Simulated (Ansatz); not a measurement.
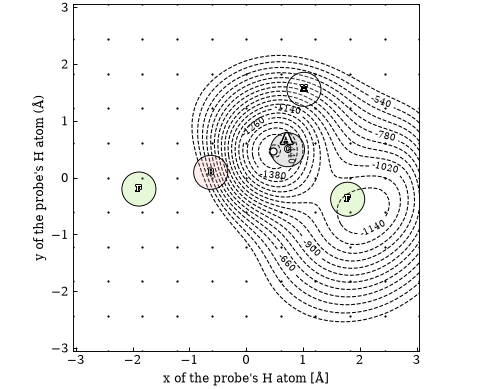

CHBF₂ (SMILES FB=CF) with the probe H2O. 
- The probe is moved over a plane parallel to the molecule's main plane, 2.10 Å above it.
- First axis: x of the probe's H atom. Second axis: y of the probe's H atom.
- Nothing is relaxed (molecule and probe rigid, the probe upright with H nearest the plane).
- The scan uses an 11 × 11 grid.
- Points are written as (first, second).
- Energies are in cm⁻¹, from molecule and probe far apart, each relaxed in its own basis (no counterpoise correction).
- Theory: RKS PBE-D4/def2-SVPD (Ansatz 0.2.0).

Drawn: contour lines labelled in cm⁻¹ (none above −480), dots at the grid points, labelled circles for the molecule's atoms, projected on the plane, the point A. Between grid points the surface is interpolated.

What is the easiest way out of the well at A, and how high is the barrier?

The easiest path leads from the well at about (0.47 Å, 0.47 Å) to the well at about (2.10 Å, −0.56 Å), about 320 cm⁻¹ higher. Its highest point lies about 410 cm⁻¹ above the bottom of the first well on the interpolated surface, at about (1.41 Å, −0.25 Å). Seen from the upper well the barrier is about 89 cm⁻¹. This is the barrier on the constrained surface; relaxing the other coordinates would change it.

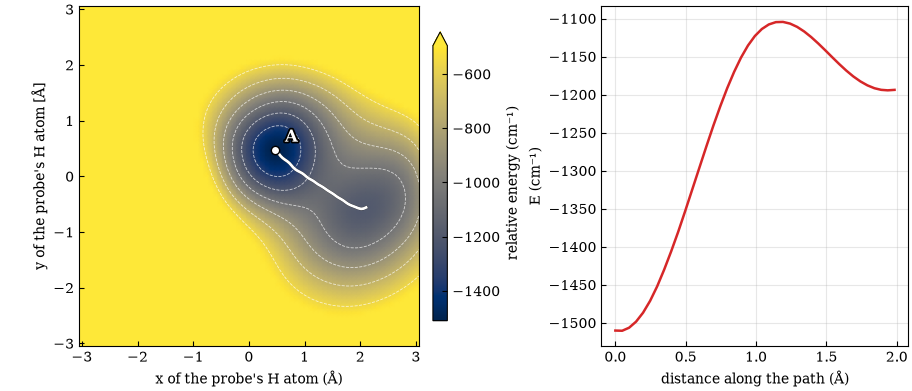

The picture shows a smooth colour map with a few white contour lines, a line along the lowest path, one colour for all values above the top of the scale, the energy along the path at the right. Between grid points the surface is interpolated.
